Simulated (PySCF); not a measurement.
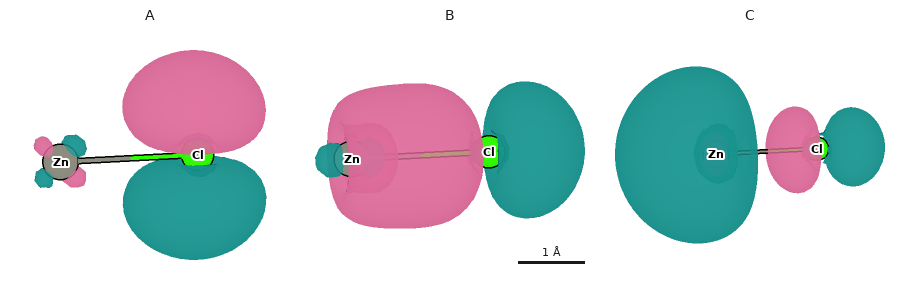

*ZnCl (doublet). Three frontier β-spin orbitals, each drawn at the value that holds 80 % of its norm (teal and pink are the two phases), in no order; of a degenerate pair one member is drawn.*

Method: PBE0/def2-TZVPP, non-relativistic Hamiltonian with scalar-relativistic core potentials where named, at a bond length of 2.166 Å in PySCF 2.14.0.

### Label each orbital by symmetry, say whether it is occupied, and order them by energy.

Orbital B: σ, occupied in this spin, −9.93 eV; shared between the atoms (Zn 30 %, Cl 70 %).
Orbital A: π, occupied in this spin, −8.58 eV; mainly on Cl (90 %).
Orbital C: σ, empty in this spin, −3.56 eV; mainly on Zn (85 %).
